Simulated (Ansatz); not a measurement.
Take BaTiO₃ (space group P4mm, No. 99; a = 3.955 Å, c = 4.044 Å) as the base. Axes: x, y, z lie along a, b, c of the conventional cell.

Structures relaxed with PBEsol (Ansatz, a first-principles code; PAW; 420 eV plane waves; scalar-relativistic without spin-orbit coupling).

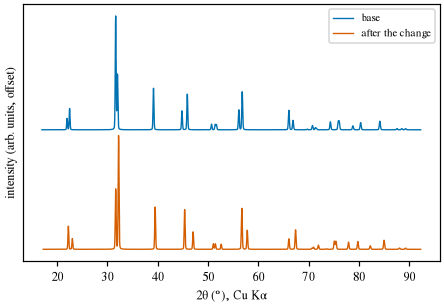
Simulated powder patterns before (top) and after one change

Task: What was done to the base?
A. biaxial strain −2.04 %, plane normal [001], relaxed out of plane
B. isotropic strain −3.56 %
C. uniaxial stress, 8 GPa compression along z
D. strain tensor (xx, yy, zz, yz, xz, xy) = (−0.49, −1.67, −1.70, −1.49, −2.47, +1.41) %

Result: C, uniaxial stress, 8 GPa compression along z. Its volume per atom is 12.36 Å³ against 12.65 Å³, and its space group is P4/mmm (No. 123).

Beyond what the load breaks, stability against distortions was not tested. All final runs are without spin polarisation.
